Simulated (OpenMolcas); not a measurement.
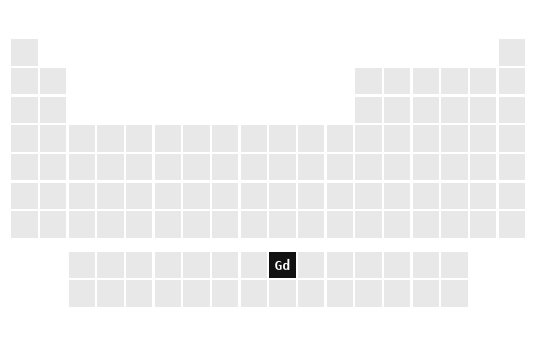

The place of gadolinium in the periodic table.

# Multiconfigurational calculation for Gd³⁺

- system: Gd³⁺.
- method: state-averaged CASSCF, active space 7 electrons in the shell 4f, basis ANO-RCC-VDZP, DKH3 scalar Hamiltonian, spin-orbit coupling by RASSI with atomic mean-field integrals (OpenMolcas)

Input file:
```
&GATEWAY
Coord
1

Gd 0.0 0.0 0.0
Basis=ANO-RCC-VDZP
Group=XYZ
NoMove
AngMom=0.0 0.0 0.0
AMFI
&SEWARD
Relativistic=R03O02
&RASSCF
FileOrb=start.orb
Symmetry=2
Spin=9
nActEl=7 0 0
Inactive=15 12
Ras2=0 7
CIRoot=1 1 1
SDav=1
CIMx=300
Iter=72 100
PrWF=0.3
OrbListing=Nothing
MaxOrb=0
Atom
>>> COPY $Project.JobIph JOB001
```

The file start.orb holds starting orbitals from an earlier step.

Launched with:
```bash
OMP_NUM_THREADS=1 MOLCAS_MEM=2252 MOLCAS_PROJECT=a pymolcas a.inp > a.log  # once for each step of the input, in one work folder
```

The program's output (extracts):
```
--- SEWARD ---
Basis set label: GD.ANO-RCC...7S6P4D2F1G.

      Electronic valence basis set:
      ------------------
      Associated Effective Charge  64.000000 au
      Associated Actual Charge     64.000000 au
      Nuclear Model: Point charge

      Shell  nPrim  nBasis  Cartesian Spherical Contaminant
         s      25       7        X
         p      22       6        X
         d      15       4                 X
         f      11       2                 X
         g       4       1                 X
Relativistic=R03O02
                  Relativistic Douglas-Kroll-Hess integrals:
                    - DKH order of Hamiltonian: 3
                    - DKH order of Properties : 2
--- RASSCF ---

 Nr of active orbitals     NAC=   7
 Spin degeneracy         ISPIN=   9
 There can be no such wave function.
 ************************************************
--- Stop Module: rasscf at  /rc=_RC_INPUT_ERROR_ ---
.####################.
.# User input error #.
.####################.
```

Outcome:

- outcome: refused by the program
- hardware: 1 CPU thread, shared host

Diagnosis:

One thing in this input was made wrong on purpose: wrong spin. The program refused the input; the driver noted: RASSCF spin 8: _RC_INPUT_ERROR_.
